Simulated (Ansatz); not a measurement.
# MnTlCuS4, from a guessed structure to a relaxed one

Starting from a made-up structure for MnTlCuS4, the aim is the relaxed cell, its shortest contacts and, where a second run follows, its electronic structure.

Program: Ansatz 0.2.0. Level of theory: DFT, PBE, plane-wave PAW, files of the set soft_1, scalar-relativistic, ferromagnetic start, cell and ions relaxed at zero pressure; PAW set soft_1, in the first sound run; inputs show where later runs differ. Results are calculated unless marked as measured.

## (1) The starting structure

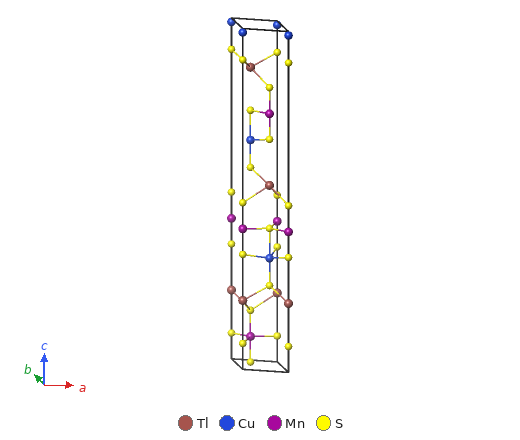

The cell as given, slightly off an axis (thallium brown, copper blue, manganese purple, sulfur yellow). This picture shows the conventional cell, with its axes. Bonds to atoms that aren't drawn are left out. Some periodic images of atoms are drawn too.

## (2) Relaxing cell and atoms

The guessed cell has no reason to be at equilibrium. It is relaxed with the atoms, within the space group of the guess.

File input.yaml:

```yaml
crystal:
  lattice:
    - [2.066, 1.192805656, 10.111333333]
    - [-2.066, 1.192805656, 10.111333333]
    - [0.0, -2.385611312, 10.111333333]
  atoms:
    - { symbol: Tl, position: [0.2021, 0.2021, 0.2021] }
    - { symbol: Cu, position: [0.988566667, 0.988566667, 0.988566667], spin: 0.6 }
    - { symbol: Mn, position: [0.412233333, 0.412233333, 0.412233333], spin: 4.0 }
    - { symbol: S, position: [0.076, 0.076, 0.076] }
    - { symbol: S, position: [0.337233333, 0.337233333, 0.337233333] }
    - { symbol: S, position: [0.908266667, 0.908266667, 0.908266667] }
    - { symbol: S, position: [0.489033333, 0.489033333, 0.489033333] }
magnetization:
  spin_polarized: true
kpoints:
  mp_grid: { grid: [8, 8, 8] }
scf:
  occupations: { method: fermi_dirac, width: 0.05 }
hamiltonian:
  xc: pbe
  pseudopotentials: { kind: paw, azcp: { folder: soft_1 } }
relax:
  f_tol: 0.015
  max_steps: 70
  cell: {}
output:
  forces: true
  stress: true
```

Launch:

```sh
ansatz run input.yaml --threads 4 --pin off --max-ram 10240MiB --backend cpu --events-out ev --progress --plain --runs-dir out
```

Numbers of over 12 decimals in the logs are rounded to 6 here.

Log:

```text
basis.fft_grid_basis auto: the FFT boxes are laid along the combinations [[1, 0, -1], [0, 1, -1], [0, 0, 1]] of the cell's own vectors, 4.132, 4.132 and 10.389 Å long. The dense box has 30×30×72 points. Along the cell's own vectors, as sized, it would have 72×72×72, 5.76 times as many. Of the 6 symmetry operations that the crystal satisfies within crystal.symmetry.tolerance (time reversal apart; of a slab, those that [...]
Engine: ansatz 0.2.0, x86_64-unknown-linux-gnu
Pseudopotentials: kind: paw
Pseudopotential: Tl, paw, valence charge 13, recommended cutoff 420 eV (normal), soft_1/Tl.paw.azcp
Pseudopotential: Cu, paw, valence charge 19, recommended cutoff 420 eV (normal), soft_1/Cu.paw.azcp
Pseudopotential: Mn, paw, valence charge 15, recommended cutoff 420 eV (normal), soft_1/Mn.paw.azcp
Pseudopotential: S, paw, valence charge 6, recommended cutoff 420 eV (normal), soft_1/S.paw.azcp
Functional definition: PBE
  parameter kappa = 0.804
  parameter beta = 0.066725
  exchange = pbe_x(kappa = kappa, mu = beta*pi^2/3)
  correlation = pbe_c(beta = beta)
Crystal: 7 atoms, lattice volume = 149.506 Å³
Basis set: ecut = 420 eV, 2865 PW (Γ), FFT grids on a1−a3, a2−a3, a3, exchange–correlation on 60×60×144 points (8 copies of the dense FFT grid, shifted against one another)
Bands: 46, of which v1, the nominal top of the filled ones, is band 36 counted from 1 (35 counted from 0)
Symmetry: 6 space group operations
Space group: R3m (ITA 160), of the structure as read, at distance tolerance 5.3e-5 Å
Magnetic group: BNS 160.65 (UNI 1295), of the structure as read, at distance tolerance 5.3e-5 Å
k-points: 65 of 512 (time reversal used)
Non-local potential: Tl, projectors of the file, l = 0: 2, l = 1: 2, l = 2: 2, l = 3: 1
Non-local potential: Cu, projectors of the file, l = 0: 3, l = 1: 2, l = 2: 3, l = 3: 1
Non-local potential: Mn, projectors of the file, l = 0: 3, l = 1: 2, l = 2: 3, l = 3: 1
Non-local potential: S, projectors of the file, l = 0: 2, l = 1: 2, l = 2: 1
PAW form: soft (Blöchl's): semilocal exchange-correlation on the pseudo side does not see the compensation charge
PAW one-centre angular grid: Tl, 590 points (default); XC on 64 Gauss nodes
PAW one-centre angular grid: Cu, 590 points (default); XC on 64 Gauss nodes
PAW one-centre angular grid: Mn, 590 points (default); XC on 64 Gauss nodes
PAW one-centre angular grid: S, 110 points (default); XC on 64 Gauss nodes
Initial density: superposition of atomic densities (chi_scale 0.1, normalization cell, long waves kept (reshape's long-wave potential 0.83 eV rms))
Starting moments: Σ|m| = 4.6 μB on 2 of 7 sites
Initial wavefunctions: pseudopotential atomic-orbital guess
Functional: x = pbe(κ = 0.804, μ = 0.219515), c = pbe(β = 0.066725)
SCF iter   1: F=—  HF=-25592.522955 eV  |F-HF|=—  |Δ(HF+E_count)|=         —  Δρ=3.02e-1 (↑2.37e-1 ↓3.02e-1)  dr2=5.60e2  dr2_m=1.58e0  M=4.005 μB ∫|m|=4.180 μB  β_m=0.30  ethr=3.10e-3  ⟨swp⟩=9.2  Hψ=27652  notcnv=0
Mixer restart at iter 1: flushing history
preconditioner: auto → Kerker (q_TF=auto, 2.410 Å⁻¹)  [metal: Δε(μ)=0.002 eV  Ē_g=10.040 eV  σ=0.050 eV  W_gap=0.01  n_scr=36 (ndim 8)  ℏωp=22.5 eV  f_vac=0.025  D(μ)=13.10/eV (n_scr^D=174)]
spin=Collinear: Kerker preconditioning applied to the charge; magnetization (m = ρ↑ − ρ↓) channel mixes plain (no charge-response kernel on spin).
SCF iter   2: F=—  HF=-25606.072294 eV  |F-HF|=—  |Δ(HF+E_count)|=    1.35e1  Δρ=1.43e-1 (↑1.24e-1 ↓1.43e-1)  dr2=5.52e1  dr2_m=3.44e-1  M=3.495 μB ∫|m|=3.905 μB  β_m=0.26  ethr=3.10e-3  ⟨swp⟩=4.6  Hψ=22521  notcnv=0  defer=120
SCF iter   3: F=—  HF=-25585.298465 eV  |F-HF|=—  |Δ(HF+E_count)|=    2.08e1  Δρ=8.68e-2 (↑7.02e-2 ↓8.68e-2)  dr2=2.17e1  dr2_m=2.08e-1  M=3.493 μB ∫|m|=3.931 μB  β_m=0.45  ethr=3.10e-3  ⟨swp⟩=3.7  Hψ=16060  notcnv=0  defer=402
SCF iter   4: F=—  HF=-25580.419856 eV  |F-HF|=—  |Δ(HF+E_count)|=    4.88e0  Δρ=2.75e-2 (↑2.75e-2 ↓1.45e-2)  dr2=6.83e0  dr2_m=1.11e-1  M=3.455 μB ∫|m|=3.946 μB  β_m=0.57  ethr=3.10e-3  ⟨swp⟩=4.0  Hψ=15895  notcnv=0  defer=367
SCF iter   5: F=—  HF=-25580.320169 eV  |F-HF|=—  |Δ(HF+E_count)|=   9.97e-2  Δρ=2.83e-2 (↑2.83e-2 ↓2.38e-2)  dr2=2.75e0  dr2_m=1.47e-2  M=3.474 μB ∫|m|=3.988 μB  β_m=0.51  ethr=3.10e-3  ⟨swp⟩=3.4  Hψ=12971  notcnv=0  defer=231
SCF iter   6: F=—  HF=-25580.069501 eV  |F-HF|=—  |Δ(HF+E_count)|=   2.51e-1  Δρ=2.17e-2 (↑2.17e-2 ↓1.74e-2)  dr2=1.63e0  dr2_m=1.04e-2  M=3.422 μB ∫|m|=4.008 μB  β_m=0.75  ethr=3.10e-3  ⟨swp⟩=2.0  Hψ=7752  notcnv=0  defer=274
SCF iter   7: F=—  HF=-25579.881298 eV  |F-HF|=—  |Δ(HF+E_count)|=         —  Δρ=9.41e-3 (↑9.41e-3 ↓2.54e-3)  dr2=2.26e-1  dr2_m=3.88e-2  M=3.424 μB ∫|m|=4.145 μB  β_m=0.75  ethr=2.30e-3  ⟨swp⟩=2.0  Hψ=8498  notcnv=0  defer=331
Mixer restart at iter 7: flushing history
SCF iter   8: F=—  HF=-25579.884965 eV  |F-HF|=—  |Δ(HF+E_count)|=         —  Δρ=6.59e-3 (↑5.69e-3 ↓6.59e-3)  dr2=1.85e-1  dr2_m=8.94e-3  M=3.282 μB ∫|m|=4.176 μB  β_m=0.75  ethr=3.19e-4  ⟨swp⟩=2.9  Hψ=12520  notcnv=0  defer=298
Mixer restart at iter 8: flushing history
SCF iter   9: F=—  HF=-25579.982912 eV  |F-HF|=—  |Δ(HF+E_count)|=   9.79e-2  Δρ=2.20e-2 (↑2.20e-2 ↓1.20e-2)  dr2=1.58e0  dr2_m=3.72e-2  M=3.299 μB ∫|m|=4.270 μB  β_m=0.36  ethr=2.61e-4  ⟨swp⟩=3.0  Hψ=12492  notcnv=0  defer=296  recentre
SCF iter  10: F=—  HF=-25579.868886 eV  |F-HF|=—  |Δ(HF+E_count)|=   1.14e-1  Δρ=4.84e-3 (↑2.14e-3 ↓4.84e-3)  dr2=7.69e-2  dr2_m=4.61e-3  M=3.263 μB ∫|m|=4.223 μB  β_m=0.53  ethr=2.61e-4  ⟨swp⟩=2.8  Hψ=13220  notcnv=0  defer=261
SCF iter  11: F=—  HF=-25579.865136 eV  |F-HF|=—  |Δ(HF+E_count)|=   3.75e-3  Δρ=3.91e-3 (↑3.91e-3 ↓9.66e-4)  dr2=5.58e-2  dr2_m=5.53e-3  M=3.216 μB ∫|m|=4.286 μB  β_m=0.24  ethr=1.08e-4  ⟨swp⟩=2.0  Hψ=8550  notcnv=0  defer=259
SCF iter  12: F=—  HF=-25579.863914 eV  |F-HF|=—  |Δ(HF+E_count)|=   1.22e-3  Δρ=1.36e-3 (↑1.36e-3 ↓1.09e-3)  dr2=1.65e-2  dr2_m=1.68e-3  M=3.174 μB ∫|m|=4.329 μB  β_m=0.46  ethr=7.85e-5  ⟨swp⟩=1.5  Hψ=6185  notcnv=0  defer=259
SCF iter  13: F=—  HF=-25579.865412 eV  |F-HF|=—  |Δ(HF+E_count)|=   1.50e-3  Δρ=3.26e-4 (↑3.26e-4 ↓2.40e-4)  dr2=1.31e-3  dr2_m=5.38e-5  M=3.106 μB ∫|m|=4.407 μB  β_m=0.73  ethr=2.32e-5  ⟨swp⟩=2.4  Hψ=9384  notcnv=0  defer=270
SCF iter  14: F=—  HF=-25579.865760 eV  |F-HF|=—  |Δ(HF+E_count)|=   3.48e-4  Δρ=1.62e-4 (↑1.62e-4 ↓1.10e-4)  dr2=3.62e-4  dr2_m=2.27e-6  M=3.100 μB ∫|m|=4.416 μB  β_m=0.81  ethr=1.84e-6  ⟨swp⟩=2.1  Hψ=8924  notcnv=0  defer=284
[...]
relax step   7: F+E_penalty+E_count = -25580.13560298 eV  Δ(F+E_penalty+E_count) = +6.470e-6 eV  max|allowed force component| = 9.600e-4 eV/Å  Δτ_max = 0.0014 Å  P = +0.003 GPa  Ω = 146.968 Å³  energy of the carried Pulay correction = +8.467e-4 eV  (12 SCF iters, dr2 threshold 1.11e-8 eV, accepted)
Initial wavefunctions: pseudopotential atomic-orbital guess (no wavefunctions were taken with the density)
iter 1 solved again at ethr=7.65e-7 eV; its pass at ethr=3.10e-3 eV (dr2=5.43e-4 eV) is discarded
SCF iter   1: F=—  HF=-25580.134803 eV  |F-HF|=—  |Δ(HF+E_count)|=         —  Δρ=1.34e-5 (↑1.02e-5 ↓1.34e-5)  dr2=5.80e-7  dr2_m=1.16e-8  M=3.588 μB ∫|m|=4.087 μB  β_m=0.65  ethr=7.65e-7  ⟨swp⟩=3.8  Hψ=43698  notcnv=0
eigensolver tolerance schedule: the retry pair's looser diagonalisation over-reported the residual by 934.98 of it (diagonalisation noise at 0.30 of the residual, at the tolerance the schedule requests for it); recorded, not acted on — ethr = c·dr2/N_el stays at c = 1.0e-1
preconditioner: auto → Kerker (q_TF=auto, 2.251 Å⁻¹)  [metal: Δε(μ)=0.004 eV  Ē_g=9.569 eV  σ=0.050 eV  W_gap=0.02  n_scr=30 (ndim 8)  ℏωp=22.7 eV  f_vac=0.057  D(μ)=3.97/eV (n_scr^D=30)]
spin=Collinear: Kerker preconditioning applied to the charge; magnetization (m = ρ↑ − ρ↓) channel mixes plain (no charge-response kernel on spin).
SCF iter   2: F=—  HF=-25580.134803 eV  |F-HF|=—  |Δ(HF+E_count)|=   2.34e-7  Δρ=4.62e-5 (↑4.62e-5 ↓4.04e-5)  dr2=8.02e-6  dr2_m=2.62e-8  M=3.588 μB ∫|m|=4.087 μB  β_m=0.30  ethr=8.18e-10  ⟨swp⟩=3.0  Hψ=13328  notcnv=0
SCF iter   3: F=—  HF=-25580.134802 eV  |F-HF|=—  |Δ(HF+E_count)|=   6.08e-7  Δρ=8.39e-6 (↑8.39e-6 ↓7.83e-6)  dr2=3.47e-7  dr2_m=1.44e-9  M=3.588 μB ∫|m|=4.087 μB  β_m=0.30  ethr=8.18e-10  ⟨swp⟩=2.0  Hψ=10659  notcnv=0
SCF iter   4: F=—  HF=-25580.134802 eV  |F-HF|=—  |Δ(HF+E_count)|=   4.91e-8  Δρ=4.46e-6 (↑4.46e-6 ↓3.87e-6)  dr2=6.49e-8  dr2_m=5.38e-10  M=3.588 μB ∫|m|=4.087 μB  β_m=0.46  ethr=4.88e-10  ⟨swp⟩=2.3  Hψ=7964  notcnv=0
SCF iter   5: F=—  HF=-25580.134802 eV  |F-HF|=—  |Δ(HF+E_count)|=   2.58e-8  Δρ=1.94e-6 (↑1.23e-6 ↓1.94e-6)  dr2=4.98e-9  dr2_m=1.85e-9  M=3.588 μB ∫|m|=4.087 μB  β_m=0.59  ethr=9.14e-11  ⟨swp⟩=2.0  Hψ=10357  notcnv=0
SCF iter   6: F=—  HF=-25580.134802 eV  |F-HF|=—  |Δ(HF+E_count)|=   2.63e-8  Δρ=1.92e-6 (↑6.50e-7 ↓1.92e-6)  dr2=1.30e-8  dr2_m=8.72e-10  M=3.588 μB ∫|m|=4.087 μB  β_m=0.59  ethr=7.01e-12  ⟨swp⟩=2.0  Hψ=8297  notcnv=0
SCF iter   7: F=—  HF=-25580.134802 eV  |F-HF|=—  |Δ(HF+E_count)|=   2.04e-8  Δρ=1.36e-6 (↑6.70e-7 ↓1.36e-6)  dr2=1.01e-8  dr2_m=6.81e-10  M=3.588 μB ∫|m|=4.087 μB  β_m=0.80  ethr=7.01e-12  ⟨swp⟩=2.0  Hψ=10549  notcnv=0
SCF iter   8: F=—  HF=-25580.134802 eV  |F-HF|=—  |Δ(HF+E_count)|=  5.02e-10  Δρ=6.03e-7 (↑3.57e-7 ↓6.03e-7)  dr2=1.00e-9  dr2_m=2.31e-10  M=3.588 μB ∫|m|=4.087 μB  β_m=0.71  ethr=7.01e-12  ⟨swp⟩=2.5  Hψ=11191  notcnv=0
SCF iter   9: F=—  HF=-25580.134802 eV  |F-HF|=—  |Δ(HF+E_count)|=   2.67e-9  Δρ=1.70e-7 (↑1.70e-7 ↓1.34e-7)  dr2=2.59e-10  dr2_m=3.96e-12  M=3.588 μB ∫|m|=4.087 μB  β_m=0.86  ethr=1.41e-12  ⟨swp⟩=2.5  Hψ=11417  notcnv=0
SCF iter  10: F=—  HF=-25580.134802 eV  |F-HF|=—  |Δ(HF+E_count)|=  8.37e-11  Δρ=5.82e-8 (↑5.82e-8 ↓4.32e-8)  dr2=5.16e-11  dr2_m=6.06e-13  M=3.588 μB ∫|m|=4.087 μB  β_m=0.87  ethr=1.00e-12  ⟨swp⟩=1.0  Hψ=5982  notcnv=0
SCF iter  11: F=—  HF=-25580.134802 eV  |F-HF|=—  |Δ(HF+E_count)|=  3.64e-12  Δρ=6.40e-8 (↑6.40e-8 ↓5.92e-8)  dr2=3.35e-11  dr2_m=1.29e-13  M=3.588 μB ∫|m|=4.087 μB  β_m=0.93  ethr=1.00e-12  ⟨swp⟩=1.0  Hψ=5980  notcnv=0
SCF iter  12: F=—  HF=-25580.134802 eV  |F-HF|=—  |Δ(HF+E_count)|=  2.18e-11  Δρ=1.12e-7 (↑7.54e-8 ↓1.12e-7)  dr2=9.72e-11  dr2_m=6.03e-13  M=3.588 μB ∫|m|=4.087 μB  β_m=0.97  ethr=1.00e-12  ⟨swp⟩=1.0  Hψ=5980  notcnv=0
SCF iter  13: F=-25580.134802 eV  HF=-25580.134802 eV  |F-HF|=1.46e-11  |Δ(HF+E_count)|=    0.00e0  Δρ=3.37e-8 (↑3.12e-8 ↓3.37e-8)  dr2=8.52e-12  dr2_m=4.79e-14  M=3.588 μB ∫|m|=4.087 μB  ethr=1.00e-12  ⟨swp⟩=3.0  Hψ=19018  notcnv=0
SCF 8 converged in 13 iterations: F = -25580.134802 eV  dr2 = 8.52e-12
relax step   8: F+E_penalty+E_count = -25580.13480230 eV  Δ(F+E_penalty+E_count) = +8.007e-4 eV  max|allowed force component| = 1.192e-3 eV/Å  Δτ_max = 0.0000 Å  P = +0.001 GPa  Ω = 146.968 Å³  stress off target by 8.05e-3 GPa  SCF on the basis re-selected at this cell (its energy is not comparable with the rows above)  (13 SCF iters)
basis re-selected at this cell: Δ(F+E_penalty+E_count) = +8.007e-4 eV, ΔP = -0.002 GPa vs the last step (what re-selecting the basis moved, of the pressure what is left beyond the Pulay correction that the steps carried, after the strain that the cell walked since its last selection, with what the two solves' SCF thresholds leave and, on support functions, any second-order correction that the steps lacked; it is no m [...]
SCF converged after 13 iterations
Magnetization: 3.5884 μB (37.2942 up, 33.7058 down)
Absolute magnetization: 4.0869 μB (∫|ρ↑−ρ↓|, with the PAW one-centre terms)
Spin contamination: 0.3385 ħ² per cell (⟨S²⟩ above its minimum at these occupations)
Per-site moments (μB) at R_I (Å): [(-0.00112909, 1.134639), (-0.049486, 0.940685), (3.253337, 0.938950), (-0.00369599, 0.981000), (-0.058913, 0.963628), (-0.00817511, 0.940685), (0.00608085, 0.938950)]
Free energy (F): -25580.134802 eV
Harris-Foulkes:  -25580.134802 eV  (|F-HF|=1.46e-11)
Internal energy: -25580.102334 eV  (E = F + TS)
E sigma→0 (E₀):  -25580.118568 eV
Entropy (-TS):   -0.032468 eV (-4.638 meV/atom)
Fermi energy:    7.455789 eV
--- Per-component energies (eV) ---
  E_band       = -886.328768
  E_kinetic    = 1261.349581
  E_local      = -11617.662847  (includes V_loc(G=0)·N_el)
  E_nonlocal   = 1803.306953
  E_hartree    = 4856.345388
  E_xc         = -712.874607
  E_vxc        = -674.222360  (∫ρ·V_xc dr)
  E_paw        = -15764.918438  (= ΣΔE_a)
  E_vpaw       = -1371.792150  (= ΣTr[D̂ρ^β])
  E_aug_tail   = 0.001019  (compensation charges beyond the density's cutoff)
  E_ewald      = -5405.649383
  E_smearing   = -0.032468  (= −TS)
  E_closure    = 0.000000  (closes the sum)
  Σ components = -25580.134802   (vs F -25580.134802, Δ=0.00e0)
--- Forces (eV/Å), atoms counted from 1 ---
  atom   1  Tl    -0.00000000    -0.00000000    -0.00015427
  atom   2  Cu    -0.00000000    -0.00000000    -0.00030869
  atom   3  Mn     0.00000000     0.00000000     0.00006446
  atom   4  S     -0.00000000    -0.00000000     0.00072373
  atom   5  S     -0.00000000     0.00000000    -0.00119214
  atom   6  S      0.00000000    -0.00000000     0.00058431
  atom   7  S      0.00000000     0.00000000     0.00028303
  max |Σ_I F_I| component: 4.29e-7 eV/Å
--- Stress (GPa, compression-positive) ---
       -0.001919       0.000000       0.000000
        0.000000      -0.001919       0.000000
        0.000000       0.000000       0.008045
  P = ⅓ Tr σ = 0.0014 GPa (0.014 kbar)
--- Relaxed structure (7 steps of the walk, 7 accepted, 1 SCFs on fresh bases) ---
  F+E_penalty+E_count = -25580.13480230 eV   max|allowed force component| = 1.192e-3 eV/Å   (the final SCF, on the basis selected at the relaxed cell)
  cell:  # Å, volume = 146.9679 Å³
    - [2.053162, 1.185394, 10.064345]
    - [-2.053162, 1.185394, 10.064345]
    - [1.097197284246743e-18, -2.370787, 10.064345]
  atoms:
    - { symbol: Tl, position: [0.203760, 0.203760, 0.203760] }
    - { symbol: Cu, position: [0.992151, 0.992151, 0.992151] }
    - { symbol: Mn, position: [0.410606, 0.410606, 0.410606] }
    - { symbol: S, position: [0.071066, 0.071066, 0.071066] }
    - { symbol: S, position: [0.333235, 0.333235, 0.333235] }
    - { symbol: S, position: [0.916622, 0.916622, 0.916622] }
    - { symbol: S, position: [0.485995, 0.485995, 0.485995] }
```

It took 2.8 min on 4 threads of AMD EPYC 9R14 (Zen 4), shared host; peak memory 1 GiB.

Relaxation path:

| step | energy less that of the first step (eV) | largest force component (eV/Å) | pressure (GPa) | volume (Å³) |
| --- | --- | --- | --- | --- |
| 1 | 0.0000 | 1.3469 | -0.74 | 149.51 |
| 2 | -0.1960 | 0.3566 | -1.73 | 150.40 |
| 3 | -0.2488 | 0.2827 | -0.29 | 146.74 |
| 4 | -0.2650 | 0.0968 | 0.16 | 146.20 |
| 5 | -0.2691 | 0.0349 | 0.07 | 146.66 |
| 6 | -0.2697 | 0.0078 | 0.06 | 146.81 |
| 7 | -0.2697 | 0.0010 | 0.00 | 146.97 |
| 8* | -0.2689 | 0.0012 | 0.00 | 146.97 |

Relaxation steps marked * repeat the geometry before them on a plane-wave basis chosen anew for their cell, so energy and pressure can jump there.

Forces are held to the 6 operations that the run works with; a distortion that breaks them can't arise in this run.

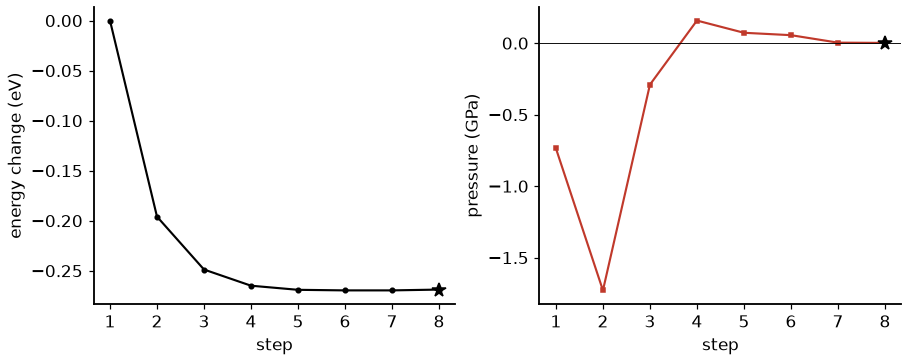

Energy and pressure along the relaxation. Stars mark steps on a basis chosen anew.

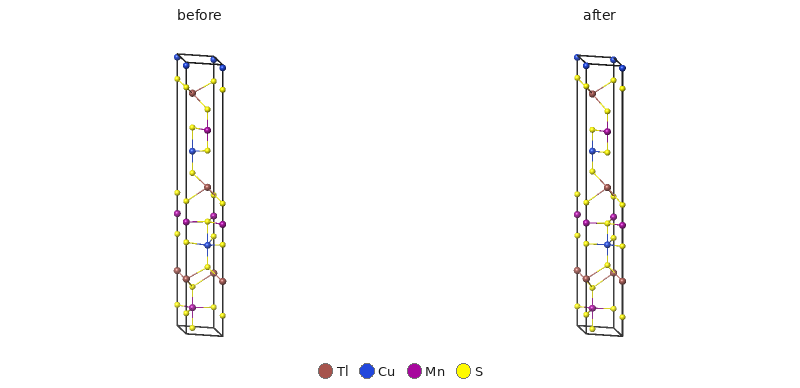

The structure before and after the relaxation, drawn at the same scale. Bonds to atoms that aren't drawn are left out.

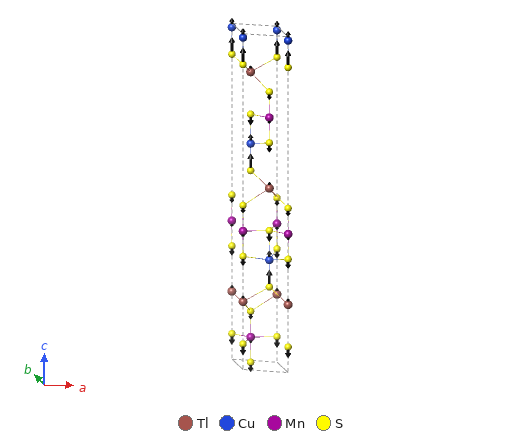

Displacements in the relaxation, exaggerated, measured against the changing cell; the longest in the cell stands for 0.25 Å. Bonds to atoms that aren't drawn are left out. Some periodic images of atoms are drawn too.

| conventional cell, symmetrised | before | after | change |
| --- | --- | --- | --- |
| a (Å) | 4.132 | 4.106 | -0.6 % |
| b (Å) | 4.132 | 4.106 | -0.6 % |
| c (Å) | 30.334 | 30.193 | -0.5 % |
| volume (Å³/atom) | 21.36 | 21.00 | -1.7 % |

The atoms that moved most (Å, as changes of fractional coordinates times the final cell):

| atom | dx | dy | dz | length |
| --- | --- | --- | --- | --- |
| S6 | 0.000 | 0.000 | 0.252 | 0.252 |
| S4 | 0.000 | 0.000 | -0.149 | 0.149 |
| S5 | 0.000 | 0.000 | -0.121 | 0.121 |
| Cu2 | 0.000 | 0.000 | 0.108 | 0.108 |
| S7 | 0.000 | 0.000 | -0.092 | 0.092 |
| Tl1 | 0.000 | 0.000 | 0.050 | 0.050 |
| Mn3 | 0.000 | 0.000 | -0.049 | 0.049 |

This step gave:

| Property | Result |
| --- | --- |
| free energy | -25580.1348 eV |
| energy at zero smearing | -25580.1186 eV |
| smearing term TS | 0.03247 eV |
| Fermi energy | 7.456 eV |
| magnetization | 3.588 μB |
| absolute magnetization | 4.087 μB |
| site moments | -0.001129, -0.04949, 3.253, -0.003696, -0.05891, -0.008175, 0.006081 μB |
| electrons | 71 |
| symmetry operations | 6 |
| pressure | 0.001403 GPa |

Site moment by atom:

| atom | site moment (μB) |
| --- | --- |
| Tl1 | 0.00 |
| Cu2 | -0.05 |
| Mn3 | 3.25 |
| S4 | 0.00 |
| S5 | -0.06 |
| S6 | -0.01 |
| S7 | 0.01 |

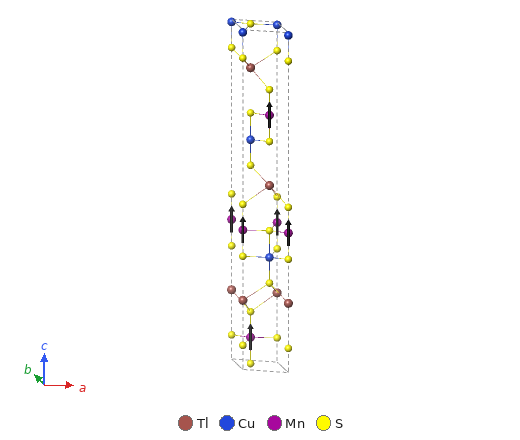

Site moment as arrows, the longest 3.25 μB. Up and down stand for the sign. Arrows give size and sign along the axis of quantisation, drawn up and down the page. Bonds to atoms that aren't drawn are left out. Some periodic images of atoms are drawn too.

[end of part 1 of 2]

[Logs are printed without paths, hosts, clocks, repeated set-up lines and the standing remarks that a program may print on its own settings, such as how far it seeks lower states.]

[Hosts, paths, dates, database ids (printed as entryN), source tags and the programs' standing remarks are cut or masked in the printed files.]
